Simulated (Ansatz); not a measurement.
# Field-gradient calculation of Ga₂₇P₂₆S (charge +1) (part 1 of 3)

Ga₂₇P₂₆S (defect cell, 54 atoms in the cell, total charge +1), computed with DFT, PBE, plane waves, PAW, no spin polarisation (Ansatz 0.2.0).

The structure derives from an entry of the Crystallography Open Database.

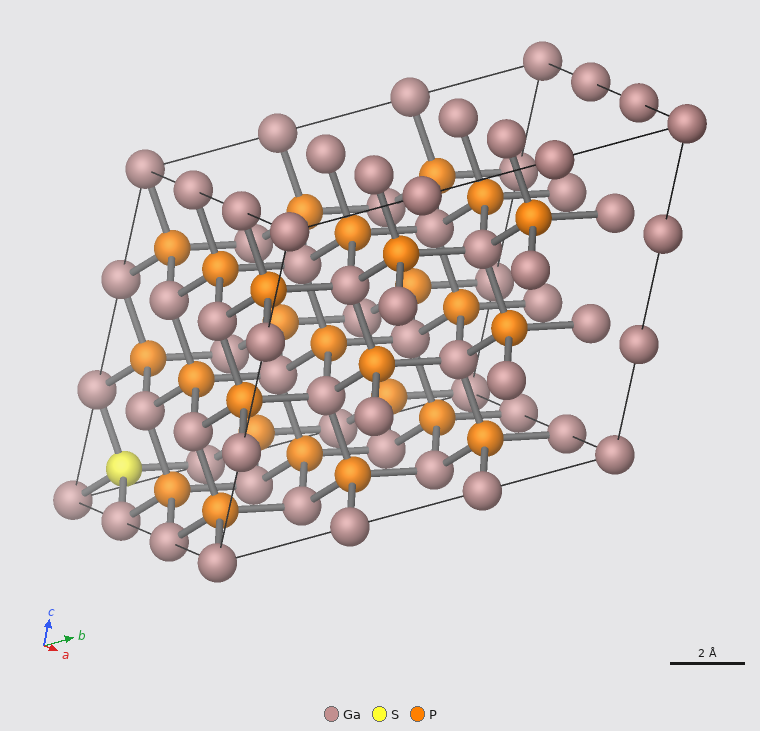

**Figure 1.** The structure (ball-and-stick view of the cell of the calculation, seen slightly off an axis). An atom can appear more than once, as a periodic image.

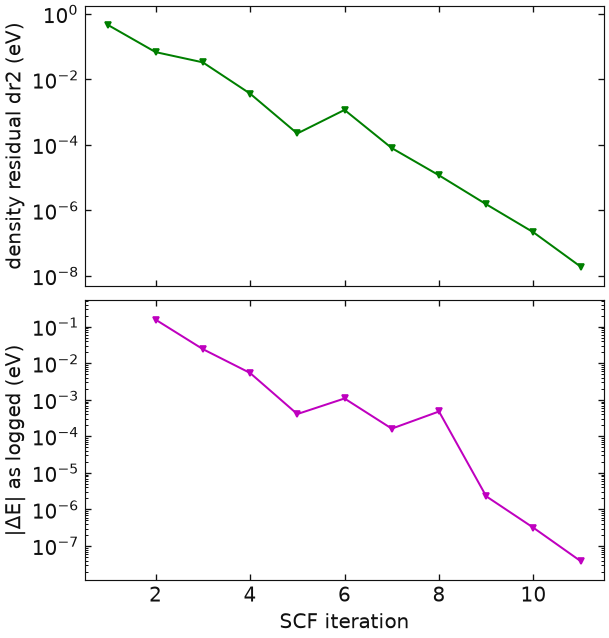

**Figure 2.** Convergence of the self-consistent field: density residual dr2 and size of the energy change against the SCF iteration. The residual comes down, with one marked jump up, by a factor of about 5, at step 6.

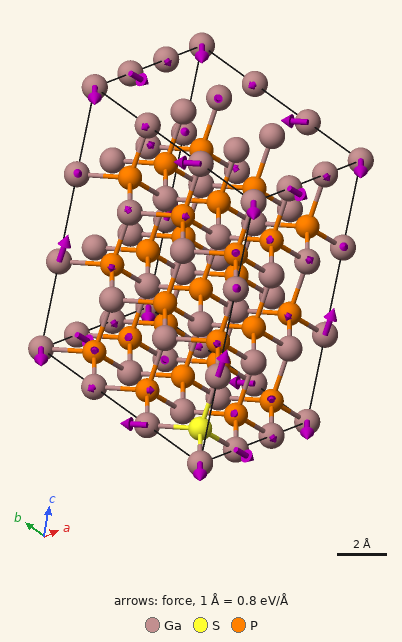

**Figure 3.** Forces on the atoms as pink arrows (ball-and-stick view of the cell of the calculation, seen at an oblique angle); the smallest are left out. The largest act on Ga1, Ga2, Ga4, Ga10 (0.97 eV/Å). Atoms are counted from 1 in the order of the input and aren't labelled in the picture. The geometry is not a stationary point of this energy.

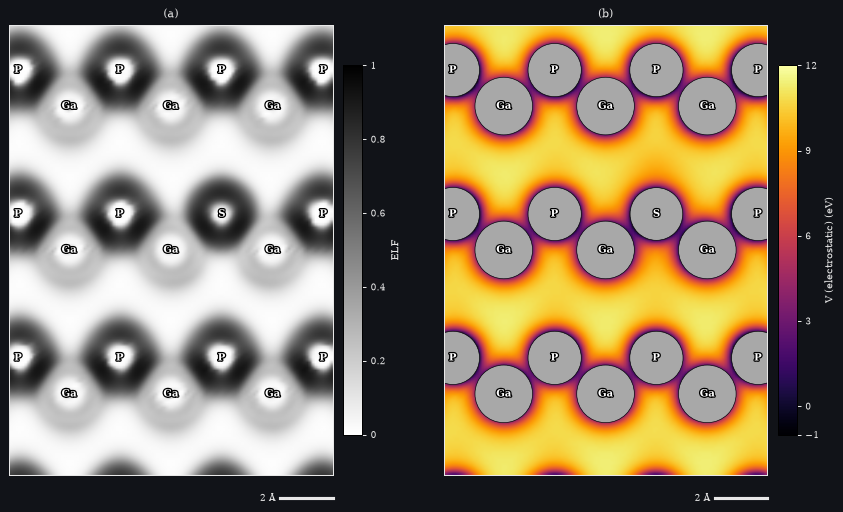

**Figure 4.** (a) electron localisation function; (b) electrostatic potential energy of an electron on the (11̄0) plane of the calculation cell. Grey discs, where drawn, cover atomic cores. The section cuts through Ga, S and P sites. Ga–P (2.36 Å): the ELF is about 0.75 at the midpoint. Ga–S (2.36 Å): the ELF is about 0.65 at the midpoint. The strong features right at Ga lie inside the PAW spheres (semicore, d or f shells) and say nothing about bonding. Outside the cores the potential energy rises away from the atoms and is highest about 2.3 Å from the nearest atoms; outside the discs it spans about 11 eV, and its zero is arbitrary. In a PAW calculation such maps are meaningful between the atoms, not at the nuclei.

The input that produced these results follows, with the program's output.

The input:
```yaml
crystal:
  lattice:
    - [0.0, 8.17575, 8.17575]
    - [8.17575, 0.0, 8.17575]
    - [8.17575, 8.17575, 0.0]
  atoms:
    - { symbol: Ga, position: [0.0, 0.0, 0.0] }
    - { symbol: Ga, position: [0.0, 0.0, 0.3333333333] }
    - { symbol: Ga, position: [0.0, 0.0, 0.6666666667] }
    - { symbol: Ga, position: [0.0, 0.3333333333, 0.0] }
    - { symbol: Ga, position: [0.0, 0.3333333333, 0.3333333333] }
    - { symbol: Ga, position: [0.0, 0.3333333333, 0.6666666667] }
    - { symbol: Ga, position: [0.0, 0.6666666667, 0.0] }
    - { symbol: Ga, position: [0.0, 0.6666666667, 0.3333333333] }
    - { symbol: Ga, position: [0.0, 0.6666666667, 0.6666666667] }
    - { symbol: Ga, position: [0.3333333333, 0.0, 0.0] }
    - { symbol: Ga, position: [0.3333333333, 0.0, 0.3333333333] }
    - { symbol: Ga, position: [0.3333333333, 0.0, 0.6666666667] }
    - { symbol: Ga, position: [0.3333333333, 0.3333333333, 0.0] }
    - { symbol: Ga, position: [0.3333333333, 0.3333333333, 0.3333333333] }
    - { symbol: Ga, position: [0.3333333333, 0.3333333333, 0.6666666667] }
    - { symbol: Ga, position: [0.3333333333, 0.6666666667, 0.0] }
    - { symbol: Ga, position: [0.3333333333, 0.6666666667, 0.3333333333] }
    - { symbol: Ga, position: [0.3333333333, 0.6666666667, 0.6666666667] }
    - { symbol: Ga, position: [0.6666666667, 0.0, 0.0] }
    - { symbol: Ga, position: [0.6666666667, 0.0, 0.3333333333] }
    - { symbol: Ga, position: [0.6666666667, 0.0, 0.6666666667] }
    - { symbol: Ga, position: [0.6666666667, 0.3333333333, 0.0] }
    - { symbol: Ga, position: [0.6666666667, 0.3333333333, 0.3333333333] }
    - { symbol: Ga, position: [0.6666666667, 0.3333333333, 0.6666666667] }
    - { symbol: Ga, position: [0.6666666667, 0.6666666667, 0.0] }
    - { symbol: Ga, position: [0.6666666667, 0.6666666667, 0.3333333333] }
    - { symbol: Ga, position: [0.6666666667, 0.6666666667, 0.6666666667] }
    - { symbol: S, position: [0.0833333333, 0.0833333333, 0.0833333333] }
    - { symbol: P, position: [0.0833333333, 0.0833333333, 0.4166666667] }
    - { symbol: P, position: [0.0833333333, 0.0833333333, 0.75] }
    - { symbol: P, position: [0.0833333333, 0.4166666667, 0.0833333333] }
    - { symbol: P, position: [0.0833333333, 0.4166666667, 0.4166666667] }
    - { symbol: P, position: [0.0833333333, 0.4166666667, 0.75] }
    - { symbol: P, position: [0.0833333333, 0.75, 0.0833333333] }
    - { symbol: P, position: [0.0833333333, 0.75, 0.4166666667] }
    - { symbol: P, position: [0.0833333333, 0.75, 0.75] }
    - { symbol: P, position: [0.4166666667, 0.0833333333, 0.0833333333] }
    - { symbol: P, position: [0.4166666667, 0.0833333333, 0.4166666667] }
    - { symbol: P, position: [0.4166666667, 0.0833333333, 0.75] }
    - { symbol: P, position: [0.4166666667, 0.4166666667, 0.0833333333] }
    - { symbol: P, position: [0.4166666667, 0.4166666667, 0.4166666667] }
    - { symbol: P, position: [0.4166666667, 0.4166666667, 0.75] }
    - { symbol: P, position: [0.4166666667, 0.75, 0.0833333333] }
    - { symbol: P, position: [0.4166666667, 0.75, 0.4166666667] }
    - { symbol: P, position: [0.4166666667, 0.75, 0.75] }
    - { symbol: P, position: [0.75, 0.0833333333, 0.0833333333] }
    - { symbol: P, position: [0.75, 0.0833333333, 0.4166666667] }
    - { symbol: P, position: [0.75, 0.0833333333, 0.75] }
    - { symbol: P, position: [0.75, 0.4166666667, 0.0833333333] }
    - { symbol: P, position: [0.75, 0.4166666667, 0.4166666667] }
    - { symbol: P, position: [0.75, 0.4166666667, 0.75] }
    - { symbol: P, position: [0.75, 0.75, 0.0833333333] }
    - { symbol: P, position: [0.75, 0.75, 0.4166666667] }
    - { symbol: P, position: [0.75, 0.75, 0.75] }
total_charge: 1
kpoints:
  mp_grid: { grid: [2, 2, 2] }
scf:
  occupations: { method: fermi_dirac, width: 0.01 }
  mixing: { preconditioner: kerker_dos }
hamiltonian:
  xc: pbe
  pseudopotentials: { kind: paw }
output:
  forces: true
  stress: true
  populations: true
  efg:
    quadrupole_moments_barn: { Ga: 0.107, S: -0.0694 }
    contact_densities: true
  write_density: true
  write_potential: true
  elf: true
  volumetric_format: npy
```

Launch command:
```bash
ansatz run input.yaml --threads 4 --pin off --max-ram 8192MiB --backend cpu --events-out ev --progress --plain --runs-dir out
```

Output:
```
Engine: ansatz 0.2.0, aarch64-unknown-linux-gnu
Pseudopotentials: kind: paw
Pseudopotential: Ga, paw, valence charge 13, recommended cutoff 420 eV (normal), Ga.paw.azcp
Pseudopotential: S, paw, valence charge 6, recommended cutoff 420 eV (normal), S.paw.azcp
Pseudopotential: P, paw, valence charge 5, recommended cutoff 420 eV (normal), P.paw.azcp
Functional definition: PBE
  parameter kappa = 0.804
  parameter beta = 0.06672455060314922
  exchange = pbe_x(kappa = kappa, mu = beta*pi^2/3)
  correlation = pbe_c(beta = beta)
Crystal: 54 atoms, lattice volume = 1092.981 Å³
Basis set: ecut = 420 eV, 21331 PW (Γ), exchange–correlation on 160×160×160 points (8 copies of the dense FFT grid, shifted against one another)
Bands: 297, of which v1, the nominal top of the filled ones, is band 243 counted from 1 (242 counted from 0)
Symmetry: 24 space group operations
Space group: F-43m (ITA 216), of the structure as read, at distance tolerance 1.0e-4 Å
k-points: 3 of 8
Non-local potential: Ga, projectors of the file, l = 0: 2, l = 1: 2, l = 2: 3, l = 3: 1
Non-local potential: S, projectors of the file, l = 0: 2, l = 1: 2, l = 2: 2
Non-local potential: P, projectors of the file, l = 0: 2, l = 1: 2, l = 2: 2
PAW form: soft (Blöchl's): semilocal exchange-correlation on the pseudo side does not see the compensation charge
PAW one-centre angular grid: Ga, 590 points (default); XC on 64 Gauss nodes
PAW one-centre angular grid: S, 110 points (default); XC on 64 Gauss nodes
PAW one-centre angular grid: P, 110 points (default); XC on 64 Gauss nodes
Initial density: superposition of atomic densities (neutral atoms scaled as one to the charged cell's electrons: chi_scale 0, normalization atom), corrected by the library's trained network
Initial wavefunctions: pseudopotential atomic-orbital guess
Functional: x = pbe(κ = 0.804, μ = 0.2195149727645171), c = pbe(β = 0.06672455060314922)
SCF iter   1: F=—  HF=-122721.744887 eV  |F-HF|=—  |Δ(HF+E_count)|=         —  Δρ=7.31e-3  dr2=4.53e-1  ethr=1.77e-3  ⟨swp⟩=7.3  Hψ=3582  notcnv=0  defer=44
SCF iter   2: F=—  HF=-122721.587934 eV  |F-HF|=—  |Δ(HF+E_count)|=   1.57e-1  Δρ=1.17e-3  dr2=6.82e-2  ethr=9.31e-5  ⟨swp⟩=3.0  Hψ=1789  notcnv=0  defer=145
SCF iter   3: F=—  HF=-122721.563414 eV  |F-HF|=—  |Δ(HF+E_count)|=   2.45e-2  Δρ=1.00e-3  dr2=3.32e-2  ethr=1.40e-5  ⟨swp⟩=4.3  Hψ=1526  notcnv=0  defer=145
SCF iter   4: F=—  HF=-122721.557968 eV  |F-HF|=—  |Δ(HF+E_count)|=   5.45e-3  Δρ=5.28e-4  dr2=3.69e-3  ethr=6.84e-6  ⟨swp⟩=4.3  Hψ=1475  notcnv=0  defer=145
SCF iter   5: F=—  HF=-122721.558376 eV  |F-HF|=—  |Δ(HF+E_count)|=   4.08e-4  Δρ=1.40e-4  dr2=2.23e-4  ethr=7.59e-7  ⟨swp⟩=2.3  Hψ=1490  notcnv=0  defer=145
SCF iter   6: F=—  HF=-122721.559470 eV  |F-HF|=—  |Δ(HF+E_count)|=   1.09e-3  Δρ=1.23e-4  dr2=1.17e-3  ethr=4.59e-8  ⟨swp⟩=2.7  Hψ=1603  notcnv=0  defer=145
SCF iter   7: F=—  HF=-122721.559306 eV  |F-HF|=—  |Δ(HF+E_count)|=   1.63e-4  Δρ=4.22e-5  dr2=8.00e-5  ethr=4.59e-8  ⟨swp⟩=2.0  Hψ=1479  notcnv=0  defer=145
SCF iter   8: F=—  HF=-122721.559787 eV  |F-HF|=—  |Δ(HF+E_count)|=   4.80e-4  Δρ=1.27e-5  dr2=1.18e-5  ethr=1.65e-8  ⟨swp⟩=2.0  Hψ=1295  notcnv=0  defer=145
SCF iter   9: F=—  HF=-122721.559784 eV  |F-HF|=—  |Δ(HF+E_count)|=   2.29e-6  Δρ=5.11e-6  dr2=1.54e-6  ethr=2.43e-9  ⟨swp⟩=2.7  Hψ=1049  notcnv=0  defer=145
SCF iter  10: F=—  HF=-122721.559784 eV  |F-HF|=—  |Δ(HF+E_count)|=   3.15e-7  Δρ=2.18e-6  dr2=2.14e-7  ethr=3.16e-10  ⟨swp⟩=3.0  Hψ=1103  notcnv=0  defer=145
SCF iter  11: F=-122721.559784 eV  HF=-122721.559784 eV  |F-HF|=1.03e-8  |Δ(HF+E_count)|=   3.84e-8  Δρ=1.16e-6  dr2=1.91e-8  ethr=2.06e-11  ⟨swp⟩=18.0  Hψ=6909  notcnv=0
SCF 1 converged in 11 iterations: F = -122721.559784 eV  dr2 = 1.91e-8
  greatest PAW one-centre occupation: 0.995 electrons in one spin orbital (limit 2), on the Ga atom at site 1 (counted from 0), in its partial waves of l = 2
SCF converged after 11 iterations
Free energy (F): -122721.559784 eV
Harris-Foulkes:  -122721.559784 eV  (|F-HF|=1.03e-8)
Internal energy: -122721.559784 eV  (E = F + TS)
E sigma→0 (E₀):  -122721.559784 eV
Fermi energy:    7.628579 eV
--- Per-component energies (eV) ---
  E_band       = -1584.722814
  E_kinetic    = 5055.544046
  E_local      = -59444.359648  (includes V_loc(G=0)·N_el)
  E_nonlocal   = 12382.995526
  E_hartree    = 27482.281859
  E_xc         = -3556.224292
  E_vxc        = -3227.016827  (∫ρ·V_xc dr)
  E_paw        = -69110.256392  (= ΣΔE_a)
  E_vpaw       = -11316.444702  (= ΣTr[D̂ρ^β])
  E_aug_tail   = -0.002812  (compensation charges beyond the density's cutoff)
  E_ewald      = -35531.538070
  E_smearing   = -0.000000  (= −TS)
  E_closure    = -0.000000  (closes the sum)
  E_deformation_potential = 13.455351  (in the stress; not in F)
  Σ components = -122721.559784   (vs F -122721.559784, Δ=0.00e0)
```
